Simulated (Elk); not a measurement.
Band structure of GaTc (P-6m2, 2 atoms in the cell).

```
CELL_PARAMETERS angstrom
      2.83371     0.00000     0.00000
     -1.41686     2.45407     0.00000
      0.00000     0.00000     4.04042
ATOMIC_POSITIONS crystal
  Ga 0.66667 0.33333 0.50000
  Tc 0.33333 0.66667 0.00000
```

Method of the run: PBEsol, all-electron FP-LAPW, Elk's shipped species files, default APW+lo basis (Elk 10.2.4).

Settings: xctype = 22; swidth = 0.00499791 Ha; ngridk = 11 11 7; rmtscf = 0.92; maxscl = 100.

The starting cell comes from a database of computed structures (which also holds hypothetical and non-ambient phases and stackings), without a prior relaxation at this level. Its lattice was rescaled by a random factor within 2.5 % of one. Spin polarisation is off. Values depend on the basis (sphere radii, cutoffs, local orbitals), which need not be converged.

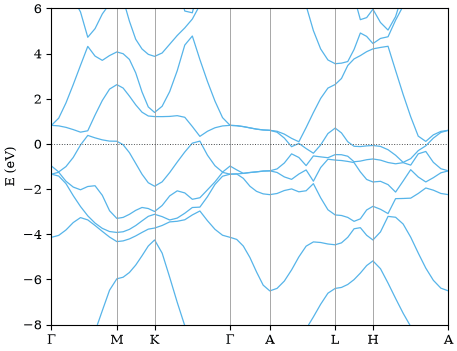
Fig. 1. Bands along the path, energies from the Fermi level.

Levels in eV from the Fermi level, bands 11 to 18:
| point | 11 | 12 | 13 | 14 | 15 | 16 | 17 | 18 |
|---|---|---|---|---|---|---|---|---|
| Γ | -4.13 | -1.34 | -1.34 | -0.98 | 0.82 | 0.82 | 6.63 | 13.14 |
| M | -4.32 | -3.92 | -3.30 | 0.12 | 2.63 | 4.07 | 6.36 | 6.87 |
| K | -3.72 | -3.11 | -2.99 | -1.87 | 1.21 | 1.40 | 3.88 | 10.54 |
| A | -6.51 | -2.24 | -1.19 | -1.19 | 0.60 | 0.60 | 11.48 | 12.71 |
| L | -4.46 | -3.14 | -0.71 | -0.47 | 0.70 | 2.63 | 3.55 | 7.73 |
| H | -4.25 | -2.76 | -1.68 | -0.67 | -0.07 | 4.21 | 4.45 | 5.96 |

Bands cross the Fermi level along this path, so the cell is metallic at this level.
